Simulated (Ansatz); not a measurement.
Process, species as SMILES: C=CCl → [CH]=CCl + H atom
B3LYP-D3(BJ)/def2-TZVP geometries, fixed; electronic energies without zero-point terms.

Basis-set convergence of the bond dissociation energy at HF with Ansatz (a first-principles code). Cartesian d functions, on some or all atoms, in 6-31G*, 6-31+G*; all else is spherical. An unrestricted Hartree-Fock determinant is markedly spin-contaminated. Open shells are unrestricted. No added dispersion term, no relativity. Functions are those of the species that has most. Reference: the value in aug-pcseg-3, 92.17 kcal/mol, itself unsure by roughly 0.08 kcal/mol (its mean distance from aug-cc-pV(Q+d)Z, def2-QZVPPD, pcseg-3). Deviations are taken from unrounded values.

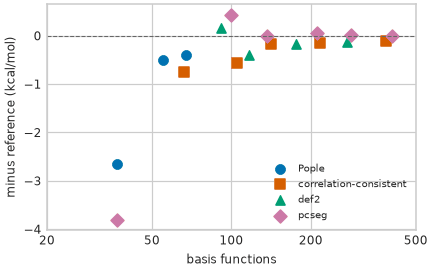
Deviation from the reference against the number of basis functions, by family of sets.

```
basis            functions  bond dissociation energy (kcal/mol)  minus reference (kcal/mol)
---------------  ---------  -----------------------------------  --------------------------
3-21G                   37                                89.52                       -2.65
pcseg-0                 37                                88.37                       -3.80
6-31G*                  55                                91.66                       -0.51
cc-pV(D+d)Z             66                                91.43                       -0.74
6-31+G*                 67                                91.77                       -0.40
def2-SVPD               91                                92.34                        0.16
aug-pcseg-1            100                                92.61                        0.44
aug-cc-pV(D+d)Z        105                                91.60                       -0.57
def2-TZVP              117                                91.78                       -0.40
pcseg-2                136                                92.16                       -0.01
cc-pV(T+d)Z            141                                92.01                       -0.16
def2-TZVPPD            176                                91.99                       -0.18
aug-pcseg-2            211                                92.23                        0.06
aug-cc-pV(T+d)Z        216                                92.01                       -0.16
def2-QZVPP             274                                92.03                       -0.14
pcseg-3                283                                92.17                        0.00
aug-cc-pV(Q+d)Z        387                                92.06                       -0.11
aug-pcseg-3            406                                92.17                        0.00
```
